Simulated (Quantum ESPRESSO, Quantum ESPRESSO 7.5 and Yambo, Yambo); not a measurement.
# MgO (Periclase): G0W0 with Yambo, start to end

Wanted: ground state, empty states, screening and self-energy for MgO (Periclase).

Program: Quantum ESPRESSO 7.5 and Yambo 5.3.0. Level of theory: PBE and many-body steps on it, plane waves. Results are calculated unless marked as measured.

The database entry behind the starting cell differs from later determinations by our own check (about 0.1 % long), so it need not match the best structure at ambient conditions.

## (1) The structure

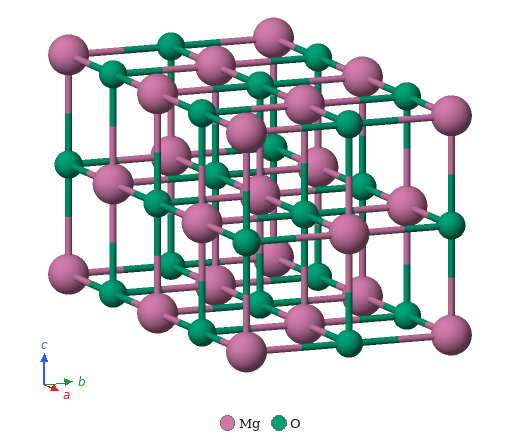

The starting structure, seen slightly off an axis (magnesium pink, oxygen teal). 2×1×1 cells are drawn. This picture shows the conventional cell, with its axes. Some periodic images of atoms are drawn too.

The cell and positions come from the Crystallography Open Database and are kept as given unless a step says otherwise.

## (2) Ground state

This step: Quantum ESPRESSO 7.5; DFT, PBE, plane waves, norm-conserving pseudopotentials.

The ground-state density comes first.

pw.in reads:

```
&control
  calculation = 'scf'
  prefix = 'x'
  outdir = 'o'
  pseudo_dir = 'pseudo'
/
&system
  ibrav = 0
  nat = 2
  ntyp = 2
  ecutwfc = 76.0
  nbnd = 13
  force_symmorphic = .true.
/
&electrons
  conv_thr = 1e-10
  electron_maxstep = 80
  mixing_beta = 0.5
/
ATOMIC_SPECIES
  Mg 24.305 Mg.upf
  O 15.999 O.upf
CELL_PARAMETERS angstrom
  -0.0000000000 2.1085000000 2.1085000000
  2.1085000000 0.0000000000 2.1085000000
  2.1085000000 2.1085000000 0.0000000000
ATOMIC_POSITIONS crystal
  Mg 0.0000000000 0.0000000000 0.0000000000
  O 0.5000000000 0.5000000000 0.5000000000
K_POINTS automatic
  8 8 8 0 0 0
```

Launch:

```bash
> OMP_NUM_THREADS=1 mpirun -n 4 pw.x -nk 4 -in pw.in > pw.out
```

The program printed:

```text
Program PWSCF v.7.5 starts

     This program is part of the open-source Quantum ESPRESSO suite
     for quantum simulation of materials; please cite
         "P. Giannozzi et al., J. Phys.:Condens. Matter 21 395502 (2009);
         "P. Giannozzi et al., J. Phys.:Condens. Matter 29 465901 (2017);
         "P. Giannozzi et al., J. Chem. Phys. 152 154105 (2020);
     in publications or presentations arising from this work. More details at
     Message from routine setup:
     using ibrav=0 with symmetry is DISCOURAGED, use correct ibrav instead

     G-vector sticks info

     bravais-lattice index     =            0
     lattice parameter (alat)  =       5.6349  a.u.
     unit-cell volume          =     126.5166 (a.u.)^3
     number of atoms/cell      =            2
     number of atomic types    =            2
     number of electrons       =        16.00
     number of Kohn-Sham states=           13
     kinetic-energy cutoff     =      76.0000  Ry
     charge density cutoff     =     304.0000  Ry
     scf convergence threshold =      1.0E-10
     mixing beta               =       0.5000
     number of iterations used =            8  plain     mixing
     Exchange-correlation= PBE
                           (   1   4   3   4   0   0   0)

     celldm(1)=   5.634916  celldm(2)=   0.000000  celldm(3)=   0.000000
     celldm(4)=   0.000000  celldm(5)=   0.000000  celldm(6)=   0.000000

     crystal axes: (cart. coord. in units of alat)
               a(1) = (  -0.000000   0.707107   0.707107 )
               a(2) = (   0.707107   0.000000   0.707107 )
               a(3) = (   0.707107   0.707107   0.000000 )

     reciprocal axes: (cart. coord. in units 2 pi/alat)
               b(1) = ( -0.707107  0.707107  0.707107 )
               b(2) = (  0.707107 -0.707107  0.707107 )
               b(3) = (  0.707107  0.707107 -0.707107 )
     Pseudo is Norm-conserving, Zval = 10.0
     Generated using ONCVPSP code by D. R. Hamann
     Using radial grid of 1510 points,  4 beta functions with:
     Pseudo is Norm-conserving + core correction, Zval =  6.0
     Generated using ONCVPSP code by D. R. Hamann
     Using radial grid of  936 points,  5 beta functions with:
     Mg               10.00    24.30500     Mg( 1.00)
     O                 6.00    15.99900     O ( 1.00)

     48 Sym. Ops., with inversion, found

   Cartesian axes

     site n.     atom                  positions (alat units)
         1        Mg     tau(   1) = (   0.0000000   0.0000000   0.0000000  )
         2        O      tau(   2) = (   0.7071068   0.7071068   0.7071068  )

     number of k points=    29
                       cart. coord. in units 2pi/alat
        k(    1) = (   0.0000000   0.0000000   0.0000000), wk =   0.0039062
        k(    2) = (   0.0883883   0.0883883  -0.0883883), wk =   0.0312500
        k(    3) = (   0.1767767   0.1767767  -0.1767767), wk =   0.0312500
        k(    4) = (   0.2651650   0.2651650  -0.2651650), wk =   0.0312500
        k(    5) = (  -0.3535534  -0.3535534   0.3535534), wk =   0.0156250
        k(    6) = (   0.1767767   0.0000000   0.0000000), wk =   0.0234375
        k(    7) = (   0.2651650   0.0883883  -0.0883883), wk =   0.0937500
        k(    8) = (   0.3535534   0.1767767  -0.1767767), wk =   0.0937500
        k(    9) = (  -0.2651650  -0.4419417   0.4419417), wk =   0.0937500
        k(   10) = (  -0.1767767  -0.3535534   0.3535534), wk =   0.0937500
     [... 17 further rows ...]
        k(   28) = (  -0.7071068   0.1767767  -0.0000000), wk =   0.0468750
        k(   29) = (  -0.7071068   0.3535534   0.0000000), wk =   0.0234375

     Dense  grid:    11311 G-vectors     FFT dimensions: (  32,  32,  32)

     Initial potential from superposition of free atoms

     starting charge      15.9992, renormalised to      16.0000
     Starting wfcs are    9 randomized atomic wfcs +    4 random wfcs

     per-process dynamical memory:    13.1 Mb

     Self-consistent Calculation

     iteration #  1     ecut=    76.00 Ry     beta= 0.50

     total energy              =    -151.98509152 Ry
     estimated scf accuracy    <       0.38640133 Ry

     iteration #  2     ecut=    76.00 Ry     beta= 0.50

     total energy              =    -152.09121920 Ry
     estimated scf accuracy    <       0.06153055 Ry

     iteration #  3     ecut=    76.00 Ry     beta= 0.50

     total energy              =    -152.10137216 Ry
     estimated scf accuracy    <       0.00323920 Ry

     iteration #  4     ecut=    76.00 Ry     beta= 0.50

     total energy              =    -152.10154714 Ry
     estimated scf accuracy    <       0.00008510 Ry

     iteration #  5     ecut=    76.00 Ry     beta= 0.50

     total energy              =    -152.10156155 Ry
     estimated scf accuracy    <       0.00000255 Ry

     iteration #  6     ecut=    76.00 Ry     beta= 0.50

     total energy              =    -152.10156189 Ry
     estimated scf accuracy    <       0.00000034 Ry

     iteration #  7     ecut=    76.00 Ry     beta= 0.50

     total energy              =    -152.10156189 Ry
     estimated scf accuracy    <       0.00000004 Ry

     iteration #  8     ecut=    76.00 Ry     beta= 0.50

     total energy              =    -152.10156190 Ry
     estimated scf accuracy    <          2.8E-09 Ry

     iteration #  9     ecut=    76.00 Ry     beta= 0.50

     End of self-consistent calculation

          k = 0.0000 0.0000 0.0000 (  1411 PWs)   bands (ev):

   -64.3635 -31.1132 -31.1132 -31.1132  -9.1598   8.0108   8.0108   8.0108
    12.7439  23.9496  23.9496  23.9496  27.7112

          k = 0.0884 0.0884-0.0884 (  1423 PWs)   bands (ev):

   -64.3622 -31.1257 -31.1147 -31.1147  -8.9928   7.0680   7.9110   7.9110
    13.6509  22.2184  24.2970  24.2970  28.6700

          k = 0.1768 0.1768-0.1768 (  1405 PWs)   bands (ev):

   -64.3592 -31.1550 -31.1176 -31.1176  -8.5599   5.3798   7.6806   7.6806
    15.0976  20.6247  24.7407  24.7407  28.2672

          k = 0.2652 0.2652-0.2652 (  1423 PWs)   bands (ev):

     [... further k-points ...]

     highest occupied, lowest unoccupied level (ev):     8.0108   12.7439

!    total energy              =    -152.10156190 Ry
     estimated scf accuracy    <          4.8E-11 Ry

     The total energy is the sum of the following terms:
     one-electron contribution =     -74.52621981 Ry
     hartree contribution      =      41.57252589 Ry
     xc contribution           =     -24.49213348 Ry
     ewald contribution        =     -94.65573450 Ry

     convergence has been achieved in   9 iterations

     XML data file, charge density, pseudopotentials, collected wavefunctions

=------------------------------------------------------------------------------=
   JOB DONE.
=------------------------------------------------------------------------------=
```

Elapsed: 2.2 s, on 4 MPI ranks of Arm Neoverse V1, shared host; peak memory 0.19 GiB.

Numbers from this step:

* total energy: -2069.4472 eV
* gap: 4.733 eV
* k of the valence top: 0, 0, 0
* k of the conduction bottom: 0, 0, 0
* least direct gap: 4.733 eV

The gap is direct, at Γ.

## (3) Bands along the symmetry lines

Levels along a band path, at the cheap level, show where the edges lie and whether the meshes to come will hold them.

pw.in reads:

```
&control
  calculation = 'bands'
  prefix = 'x'
  outdir = 'o'
  pseudo_dir = 'pseudo'
/
&system
  ibrav = 0
  nat = 2
  ntyp = 2
  ecutwfc = 76.0
  nbnd = 14
  force_symmorphic = .true.
/
&electrons
  conv_thr = 1e-9
  electron_maxstep = 80
  diago_full_acc = .true.
  diago_thr_init = 5e-6
/
ATOMIC_SPECIES
  Mg 24.305 Mg.upf
  O 15.999 O.upf
CELL_PARAMETERS angstrom
  -0.0000000000 2.1085000000 2.1085000000
  2.1085000000 0.0000000000 2.1085000000
  2.1085000000 2.1085000000 0.0000000000
ATOMIC_POSITIONS crystal
  Mg 0.0000000000 0.0000000000 0.0000000000
  O 0.5000000000 0.5000000000 0.5000000000
K_POINTS crystal
  50
  0.00000000 0.00000000 0.00000000 1
  0.06250000 0.00000000 0.06250000 1
  0.12500000 0.00000000 0.12500000 1
  0.18750000 0.00000000 0.18750000 1
  0.25000000 0.00000000 0.25000000 1
  0.31250000 0.00000000 0.31250000 1
  0.37500000 0.00000000 0.37500000 1
  0.43750000 0.00000000 0.43750000 1
  0.50000000 0.00000000 0.50000000 1
  0.51562500 0.03125000 0.51562500 1
  0.53125000 0.06250000 0.53125000 1
  0.54687500 0.09375000 0.54687500 1
  0.56250000 0.12500000 0.56250000 1
  0.57812500 0.15625000 0.57812500 1
  0.59375000 0.18750000 0.59375000 1
  0.60937500 0.21875000 0.60937500 1
  0.62500000 0.25000000 0.62500000 1
  0.37500000 0.37500000 0.75000000 1
  0.32812500 0.32812500 0.65625000 1
  0.28125000 0.28125000 0.56250000 1
  0.23437500 0.23437500 0.46875000 1
  0.18750000 0.18750000 0.37500000 1
  0.14062500 0.14062500 0.28125000 1
  0.09375000 0.09375000 0.18750000 1
  0.04687500 0.04687500 0.09375000 1
  0.00000000 0.00000000 0.00000000 1
  0.06250000 0.06250000 0.06250000 1
  0.12500000 0.12500000 0.12500000 1
  0.18750000 0.18750000 0.18750000 1
  0.25000000 0.25000000 0.25000000 1
  0.31250000 0.31250000 0.31250000 1
  0.37500000 0.37500000 0.37500000 1
  0.43750000 0.43750000 0.43750000 1
  0.50000000 0.50000000 0.50000000 1
  0.50000000 0.46875000 0.53125000 1
  0.50000000 0.43750000 0.56250000 1
  0.50000000 0.40625000 0.59375000 1
  0.50000000 0.37500000 0.62500000 1
  0.50000000 0.34375000 0.65625000 1
  0.50000000 0.31250000 0.68750000 1
  0.50000000 0.28125000 0.71875000 1
  0.50000000 0.25000000 0.75000000 1
  0.50000000 0.21875000 0.71875000 1
  0.50000000 0.18750000 0.68750000 1
  0.50000000 0.15625000 0.65625000 1
  0.50000000 0.12500000 0.62500000 1
  0.50000000 0.09375000 0.59375000 1
  0.50000000 0.06250000 0.56250000 1
  0.50000000 0.03125000 0.53125000 1
  0.50000000 0.00000000 0.50000000 1
```

The program printed:

```text
[banner, memory and clock lines left out]
Program PWSCF v.7.5 starts

     Atomic positions and unit cell read from directory:
     o/x.save/

     Message from routine setup:
     using ibrav=0 with symmetry is DISCOURAGED, use correct ibrav instead

     G-vector sticks info

     bravais-lattice index     =            0
     lattice parameter (alat)  =       5.6349  a.u.
     unit-cell volume          =     126.5166 (a.u.)^3
     number of atoms/cell      =            2
     number of atomic types    =            2
     number of electrons       =        16.00
     number of Kohn-Sham states=           14
     kinetic-energy cutoff     =      76.0000  Ry
     charge density cutoff     =     304.0000  Ry
     Exchange-correlation= PBE
                           (   1   4   3   4   0   0   0)

     celldm(1)=   5.634916  celldm(2)=   0.000000  celldm(3)=   0.000000
     celldm(4)=   0.000000  celldm(5)=   0.000000  celldm(6)=   0.000000

     crystal axes: (cart. coord. in units of alat)
               a(1) = (  -0.000000   0.707107   0.707107 )
               a(2) = (   0.707107   0.000000   0.707107 )
               a(3) = (   0.707107   0.707107   0.000000 )

     reciprocal axes: (cart. coord. in units 2 pi/alat)
               b(1) = ( -0.707107  0.707107  0.707107 )
               b(2) = (  0.707107 -0.707107  0.707107 )
               b(3) = (  0.707107  0.707107 -0.707107 )
     Pseudo is Norm-conserving, Zval = 10.0
     Generated using ONCVPSP code by D. R. Hamann
     Using radial grid of 1510 points,  4 beta functions with:
     Pseudo is Norm-conserving + core correction, Zval =  6.0
     Generated using ONCVPSP code by D. R. Hamann
     Using radial grid of  936 points,  5 beta functions with:
     Mg               10.00    24.30500     Mg( 1.00)
     O                 6.00    15.99900     O ( 1.00)

     48 Sym. Ops., with inversion, found

   Cartesian axes

     site n.     atom                  positions (alat units)
         1        Mg     tau(   1) = (   0.0000000   0.0000000   0.0000000  )
         2        O      tau(   2) = (   0.7071068   0.7071068   0.7071068  )

     number of k points=    50
                       cart. coord. in units 2pi/alat
        k(    1) = (   0.0000000   0.0000000   0.0000000), wk =   0.0400000
        k(    2) = (   0.0000000   0.0883883   0.0000000), wk =   0.0400000
        k(    3) = (   0.0000000   0.1767767   0.0000000), wk =   0.0400000
[...]
[... 38 further rows ...]
        k(   49) = (   0.0441942   0.7071068   0.0000000), wk =   0.0400000
        k(   50) = (   0.0000000   0.7071068   0.0000000), wk =   0.0400000

     Dense  grid:    11311 G-vectors     FFT dimensions: (  32,  32,  32)

     The potential is recalculated from file :
     o/x.save/charge-density

     Starting wfcs are    9 randomized atomic wfcs +    5 random wfcs

     Band Structure Calculation

     End of band structure calculation

          k = 0.0000 0.0000 0.0000 (  1411 PWs)   bands (ev):

   -64.3635 -31.1133 -31.1133 -31.1133  -9.1597   8.0109   8.0109   8.0109
    12.7439  23.9496  23.9496  23.9496  27.7112  29.7246

          k = 0.0000 0.0884 0.0000 (  1419 PWs)   bands (ev):

   -64.3631 -31.1164 -31.1144 -31.1144  -9.1029   7.7028   7.9502   7.9502
    13.0966  23.1332  24.0779  24.0779  28.6805  28.7905

          k = 0.0000 0.1768 0.0000 (  1419 PWs)   bands (ev):

   -64.3619 -31.1249 -31.1175 -31.1175  -8.9402   6.9904   7.7830   7.7830
    13.9454  21.7310  24.4333  24.4333  26.9194  30.2063

          k =-0.0000 0.2652 0.0000 (  1411 PWs)   bands (ev):

[...]
k = 0.0000 0.4419-0.0000 (  1411 PWs)   bands (ev):

[...]
k =-0.0000 0.5303 0.0000 (  1407 PWs)   bands (ev):

[...]
k = 0.0000 0.6187-0.0000 (  1399 PWs)   bands (ev):

[...]
k = 0.4640 0.4640-0.0000 (  1428 PWs)   bands (ev):

[...]
k = 0.3315 0.3315-0.0000 (  1416 PWs)   bands (ev):

[...]
k = 0.3094 0.7071-0.0000 (  1426 PWs)   bands (ev):

[...]
k = 0.2210 0.7071-0.0000 (  1410 PWs)   bands (ev):

[...]
k = 0.1768 0.7071-0.0000 (  1418 PWs)   bands (ev):

[...]
k = 0.0442 0.7071 0.0000 (  1410 PWs)   bands (ev):

   -64.3523 -31.1840 -31.1416 -31.1412  -7.6265   4.0059   6.6443   6.6658
    17.2933  18.0453  21.0454  26.8187  26.9892  33.5889

          k = 0.0000 0.7071 0.0000 (  1428 PWs)   bands (ev):

   -64.3523 -31.1846 -31.1413 -31.1413  -7.6288   3.9868   6.6826   6.6826
    17.2331  17.9851  21.0654  26.9476  26.9476  33.5058

     XML data file, pseudopotentials, collected wavefunctions
```

Elapsed: 1.4 s, on 4 MPI ranks; peak memory 0.05 GiB.

This step gave:

- gap: 4.733 eV
- k of the valence top: 0, 0, 0
- k of the conduction bottom: 0, 0, 0
- least direct gap: 4.733 eV

The gap is 4.733 eV, as in the run before at this level.

Electronic bands along the path, in eV, zero at the top of the highest filled band; v1 is the highest filled band, c1 the lowest empty one:

| point | v4 | v3 | v2 | v1 | c1 | c2 | c3 | c4 |
| --- | --- | --- | --- | --- | --- | --- | --- | --- |
| Γ | -17.17 | 0.00 | 0.00 | 0.00 | 4.73 | 15.94 | 15.94 | 15.94 |
| X | -15.64 | -4.02 | -1.33 | -1.33 | 9.22 | 9.97 | 13.05 | 18.94 |
| U | -15.61 | -3.44 | -2.67 | -1.12 | 10.14 | 11.76 | 12.51 | 18.11 |
| jump to K | -15.61 | -3.44 | -2.67 | -1.12 | 10.14 | 11.76 | 12.51 | 18.11 |
| Γ | -17.17 | 0.00 | 0.00 | 0.00 | 4.73 | 15.94 | 15.94 | 15.94 |
| L | -15.86 | -4.57 | -0.63 | -0.63 | 7.91 | 12.57 | 16.32 | 16.32 |
| W | -15.58 | -2.91 | -2.91 | -1.75 | 11.66 | 11.66 | 12.15 | 15.52 |
| X | -15.64 | -4.02 | -1.33 | -1.33 | 9.22 | 9.97 | 13.05 | 18.94 |

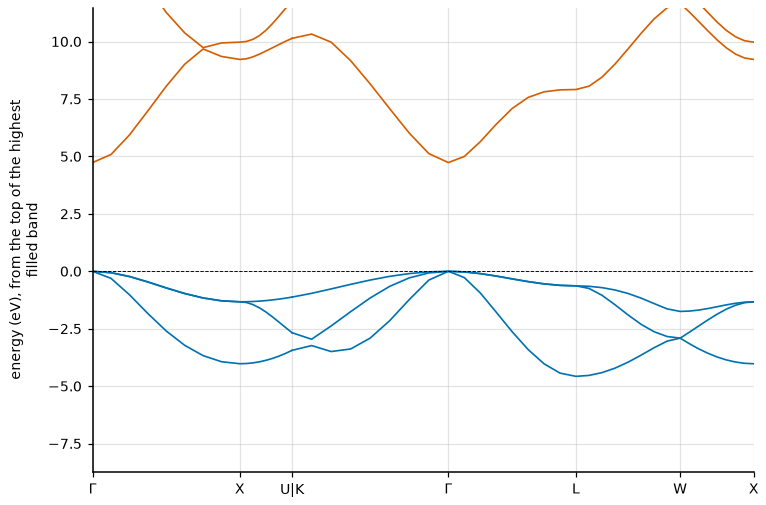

Electronic bands along the path; lines of filled and empty bands in two colours.

## (4) Empty states on the mesh, 4×4×4 mesh, 50 bands

The sums over transitions need many empty states on a uniform mesh; this step solves for them.

pw.in reads:

```
&control
  calculation = 'nscf'
  prefix = 'x'
  outdir = 'o'
  pseudo_dir = 'pseudo'
/
&system
  ibrav = 0
  nat = 2
  ntyp = 2
  ecutwfc = 76.0
  nbnd = 50
  force_symmorphic = .true.
/
&electrons
  conv_thr = 1e-9
  electron_maxstep = 80
  diago_full_acc = .true.
  diago_thr_init = 5e-6
/
ATOMIC_SPECIES
  Mg 24.305 Mg.upf
  O 15.999 O.upf
CELL_PARAMETERS angstrom
  -0.0000000000 2.1085000000 2.1085000000
  2.1085000000 0.0000000000 2.1085000000
  2.1085000000 2.1085000000 0.0000000000
ATOMIC_POSITIONS crystal
  Mg 0.0000000000 0.0000000000 0.0000000000
  O 0.5000000000 0.5000000000 0.5000000000
K_POINTS automatic
  4 4 4 0 0 0
```

The program printed:

```text
[banner, memory and clock lines left out]
Program PWSCF v.7.5 starts

     Atomic positions and unit cell read from directory:
     o/x.save/

     Message from routine setup:
     using ibrav=0 with symmetry is DISCOURAGED, use correct ibrav instead

     G-vector sticks info

     bravais-lattice index     =            0
     lattice parameter (alat)  =       5.6349  a.u.
     unit-cell volume          =     126.5166 (a.u.)^3
     number of atoms/cell      =            2
     number of atomic types    =            2
     number of electrons       =        16.00
     number of Kohn-Sham states=           50
     kinetic-energy cutoff     =      76.0000  Ry
     charge density cutoff     =     304.0000  Ry
     Exchange-correlation= PBE
                           (   1   4   3   4   0   0   0)

     celldm(1)=   5.634916  celldm(2)=   0.000000  celldm(3)=   0.000000
     celldm(4)=   0.000000  celldm(5)=   0.000000  celldm(6)=   0.000000

     crystal axes: (cart. coord. in units of alat)
               a(1) = (  -0.000000   0.707107   0.707107 )
               a(2) = (   0.707107   0.000000   0.707107 )
               a(3) = (   0.707107   0.707107   0.000000 )

     reciprocal axes: (cart. coord. in units 2 pi/alat)
               b(1) = ( -0.707107  0.707107  0.707107 )
               b(2) = (  0.707107 -0.707107  0.707107 )
               b(3) = (  0.707107  0.707107 -0.707107 )
     Pseudo is Norm-conserving, Zval = 10.0
     Generated using ONCVPSP code by D. R. Hamann
     Using radial grid of 1510 points,  4 beta functions with:
     Pseudo is Norm-conserving + core correction, Zval =  6.0
     Generated using ONCVPSP code by D. R. Hamann
     Using radial grid of  936 points,  5 beta functions with:
     Mg               10.00    24.30500     Mg( 1.00)
     O                 6.00    15.99900     O ( 1.00)

     48 Sym. Ops., with inversion, found

   Cartesian axes

     site n.     atom                  positions (alat units)
         1        Mg     tau(   1) = (   0.0000000   0.0000000   0.0000000  )
         2        O      tau(   2) = (   0.7071068   0.7071068   0.7071068  )

     number of k points=     8
                       cart. coord. in units 2pi/alat
        k(    1) = (   0.0000000   0.0000000   0.0000000), wk =   0.0312500
        k(    2) = (   0.1767767   0.1767767  -0.1767767), wk =   0.2500000
        k(    3) = (  -0.3535534  -0.3535534   0.3535534), wk =   0.1250000
[...]
k(    7) = (  -0.7071068   0.0000000   0.0000000), wk =   0.0937500
        k(    8) = (  -0.7071068   0.3535534   0.0000000), wk =   0.1875000

     Dense  grid:    11311 G-vectors     FFT dimensions: (  32,  32,  32)

     The potential is recalculated from file :
     o/x.save/charge-density

     Starting wfcs are    9 randomized atomic wfcs +   41 random wfcs

     Band Structure Calculation

     End of band structure calculation

          k = 0.0000 0.0000 0.0000 (  1411 PWs)   bands (ev):

   -64.3635 -31.1133 -31.1133 -31.1133  -9.1597   8.0109   8.0109   8.0109
    12.7439  23.9496  23.9496  23.9496  27.7112  29.7246  29.7246  32.2651
    32.2651  32.2651  46.2619  46.2619  46.2619  46.9113  58.6243  58.6243
[...]
91.2744  93.7465

          k = 0.1768 0.1768-0.1768 (  1405 PWs)   bands (ev):

[...]
93.5439  95.2346

          k =-0.3536-0.3536 0.3536 (  1404 PWs)   bands (ev):

[...]
68.6143  70.4235  72.0114  74.8161  75.6489  75.6489  80.5877  80.5877
    86.2756  86.8183  88.3425  88.3425  89.6624  89.6624  90.8570  99.7026
    99.7026  99.8427

          k = 0.3536 0.0000 0.0000 (  1427 PWs)   bands (ev):

     [... further k-points ...]

     highest occupied, lowest unoccupied level (ev):     8.0109   12.7439

     XML data file, pseudopotentials, collected wavefunctions
```

Run time: 1.3 s. Hardware: 4 MPI ranks; peak memory 0.05 GiB.

Numbers from this step:

| Property | Result |
| --- | --- |
| gap | 4.733 eV |
| k of the valence top | 0, 0, 0 |
| k of the conduction bottom | 0, 0, 0 |
| least direct gap | 4.733 eV |
| k points computed | 8 |
| lowest point of the top converged band, above the valence top | 85.7357 eV |

On this mesh the gap is 4.733 eV.

(Part 1 of 2 ends here.)

[Paths, hosts, dates, memory and timing lines, banners, echoed tables and standing remarks are left out of the program output.]

[Logs are printed without paths, hosts, clocks, repeated set-up lines and the standing remarks that a program may print on its own settings, such as how far it seeks lower states.]

[Runs of the session that timed out or met a known fault of the program may be left out.]

[Hosts, paths, dates, database ids (printed as entryN), source tags and the programs' standing remarks are cut or masked in the printed files.]
